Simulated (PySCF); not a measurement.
## Electronic structure of C₃H₇ClO₃Si in real space

```xyz
15

C     2.3083    0.2039    0.1500
Si    0.6802    0.0513   -0.8029
Cl    0.9713    0.0597   -2.7797
O    -0.3448    1.2824   -0.4463
C    -1.4720    1.0397    0.3327
O    -1.3730   -0.1091    1.1103
C    -1.2716   -1.2726    0.3556
O    -0.1225   -1.3300   -0.4274
H     2.8172    1.1267   -0.1107
H     2.1528    0.2006    1.2255
H     2.9751   -0.6173   -0.0937
H    -2.3496    0.9801   -0.3343
H    -1.5891    1.8730    1.0327
H    -2.1488   -1.3807   -0.3058
H    -1.2379   -2.0996    1.0720
```

Geometry: GFN2-xTB.

The calculation used PySCF 2.14.0, PBE0/pcSseg-1, SCF density, gas phase, non-relativistic.

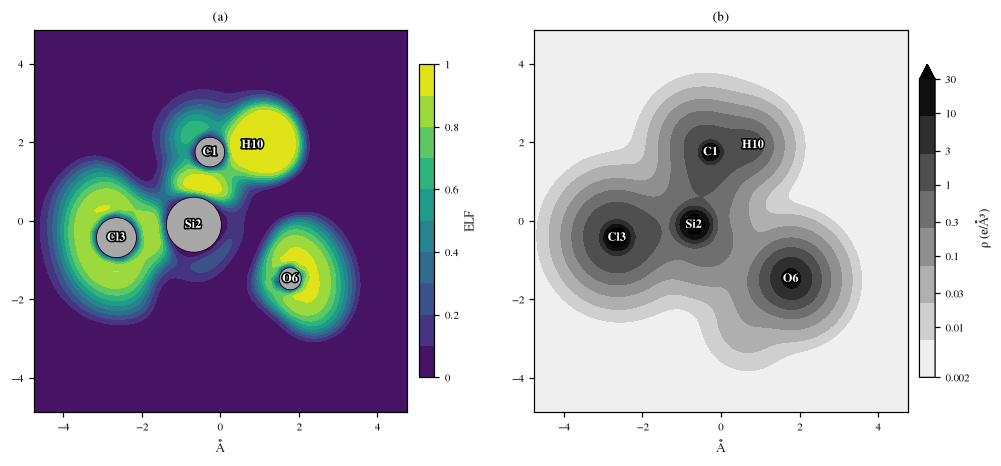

Figure 1. (a) ELF; (b) electron density on the plane of atoms Si2, C1 and H10. Grey discs cover the atomic cores in the ELF map.

### Describe what can be read from this map.

The plane passes through C, Si, Cl, O and H nuclei.
C–Si (1.89 Å): the density is about 0.96 e/Å³ at the midpoint; the ELF peaks at about 0.95 between the atoms: a covalent bond.
Si–Cl (2.00 Å): ρ is about 1 e/Å³ halfway; the ELF peaks at about 0.90 between the atoms; a shared but strongly polarised pair.
C–H (1.09 Å): ρ is about 2 e/Å³ halfway; the ELF climbs to about 1 towards the hydrogen, as it does in any bond to H; an ordinary covalent bond to hydrogen.
The ELF also peaks beside O6 and Cl3, away from the bonds: lone-pair regions.

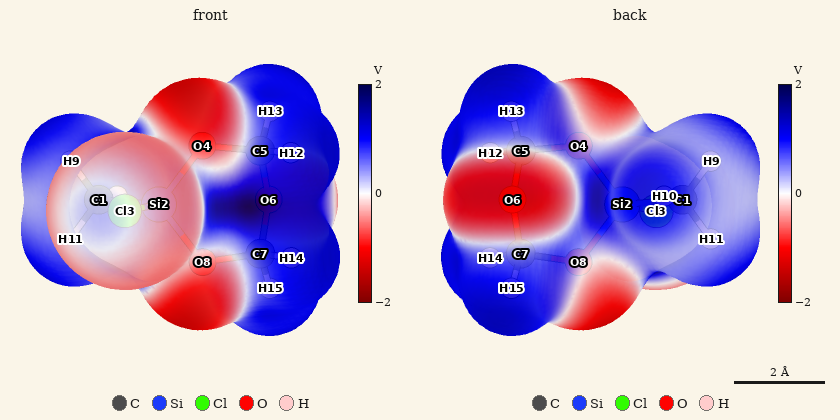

Figure 2. The electrostatic potential painted on the density surface at 0.004 e/bohr³, seen from the front and from behind; red is negative and blue positive.

### Which sites attract a positive test charge, and which a negative one?

A positive charge is drawn to the negative regions and a negative charge to the positive ones. The most negative region (about −1.3 V) lies over O4 and O8, the most positive (about +1.9 V) over Si2, C5 and C7. Cl3 shows a σ-hole: about +0.2 V at the tip opposite its bond, against about −0.4 V on its flanks.

### How polar is the molecule by this calculation?

Its dipole moment is 1.71 D.
